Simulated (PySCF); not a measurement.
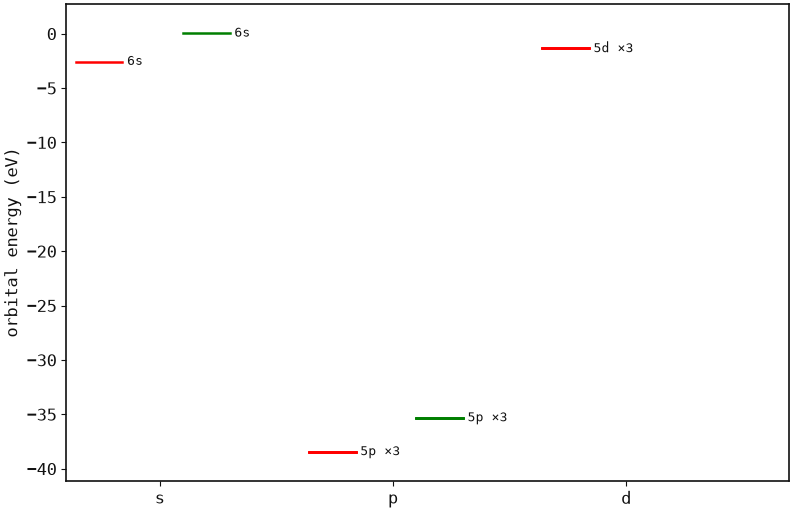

Figure 1. Orbital energies of the mean field, from the top down to −38.4 eV, by angular momentum, α spin at the left of each column and β at the right; ×n counts the orbitals under one label. The highest filled orbital is 6s β at 0.0371 eV, the lowest empty one p β at 3.00 eV. A filled level above zero isn't a property of the atom (see the remarks).

## Hf⁻: atomic calculation

- system: Hf⁻, configuration 1s2 2s2 2p6 3s2 3p6 3d10 4s2 4p6 4d10 4f14 5s2 5p6 5d3 6s2, multiplicity 4.
- method: unrestricted HF, aug-cc-pVDZ-PP with ECP60, scalar-relativistic core potential (PySCF)

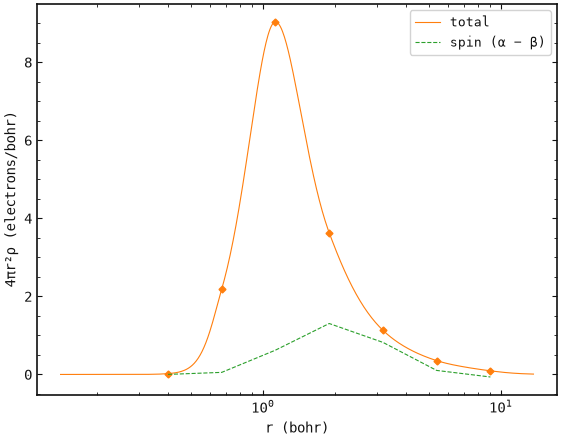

Figure 2. Spherically averaged radial density 4πr²ρ of the mean field (valence electrons alone, under a core potential) and its spin part; markers are the stored points, which are sparse, and the line is a monotone interpolation between them. The largest stored value is 9.03 electrons/bohr at r = 1.1 bohr. Root-mean-square radii of the shells: 5s 1.23, 5p 1.46, 5d 3.03, 6s 5.84 bohr. That of 6s is set by the basis, since the level lies above zero.

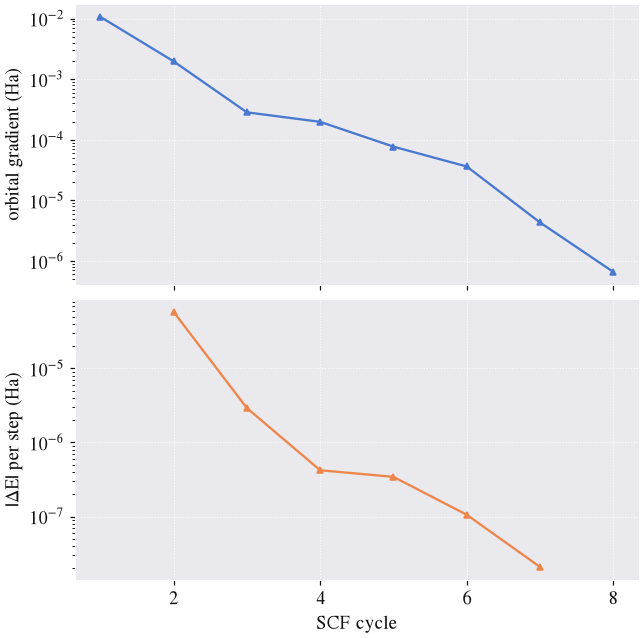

Figure 3. Convergence: orbital gradient and change of the energy from step to step (the smallest changes aren't drawn) against the SCF cycle. The residual falls at every step. It goes from 0.011 to 6.6×10⁻⁷ in 8 steps.

These pictures come from the run below.

**The input**
```python
from pyscf import gto, scf, dft, mp, cc
mol = gto.M(atom="Hf 0 0 0", charge=-1, spin=3, symmetry="D2h",
            basis="aug-cc-pVDZ-PP",
            ecp="aug-cc-pVDZ-PP")
mf = scf.UHF(mol)
mf.irrep_nelec = {'Ag': (2, 2), 'B1g': (1, 0), 'B2g': (1, 0), 'B3g': (1, 0), 'B1u': (1, 1), 'B2u': (1, 1), 'B3u': (1, 1)}
mf.kernel()
```

The script is an equivalent of what the driver set up; the driver started from orbitals of its own, so the log can be shorter than this script's would be, and it computed the properties (radii, ⟨L²⟩, response) afterwards. It held the occupations shell by shell, which the script's counts by irreducible representation don't always enforce.

**The program's output (extracts)**
```
damping factor = 0
level_shift factor = 0
DIIS = <class 'pyscf.scf.diis.CDIIS'>
diis_start_cycle = 1
diis_space = 10
diis_damp = 0
SCF conv_tol = 1e-09
SCF conv_tol_grad = None
number electrons alpha = 8  beta = 5
cycle= 1 E= -47.9047459009723  delta_E= -0.00209  |g|= 0.0107  |ddm|= 0.0393
cycle= 2 E= -47.9048039089143  delta_E= -5.8e-05  |g|= 0.00197  |ddm|= 0.00763
cycle= 3 E= -47.9048068225443  delta_E= -2.91e-06  |g|= 0.000284  |ddm|= 0.00843
cycle= 4 E= -47.9048072441473  delta_E= -4.22e-07  |g|= 0.000198  |ddm|= 0.00291
cycle= 5 E= -47.9048075874836  delta_E= -3.43e-07  |g|= 7.71e-05  |ddm|= 0.00525
cycle= 6 E= -47.9048076933416  delta_E= -1.06e-07  |g|= 3.63e-05  |ddm|= 0.0039
cycle= 7 E= -47.9048077142026  delta_E= -2.09e-08  |g|= 4.33e-06  |ddm|= 0.00229
cycle= 8 E= -47.9048077143357  delta_E= -1.33e-10  |g|= 6.62e-07  |ddm|= 0.000128
converged SCF energy = -47.9048077143357  <S^2> = 4.0434627  2S+1 = 4.1441345
```

**Results in brief**

```tsv
quantity	value
outcome	converged; a filled orbital lies above zero
total energy (valence electrons, under a core potential)	−47.904808 hartree
⟨S²⟩	4.043
⟨L²⟩	12.02
SCF iterations	8
hardware	1 CPU thread, shared host
CPU time	0.59 s (integrals apart)
```

**Notes**

The highest filled orbital (6s, 0.0371 eV) lies above zero. Hartree–Fock in this basis doesn't bind the extra electron, and only the finite basis holds it.
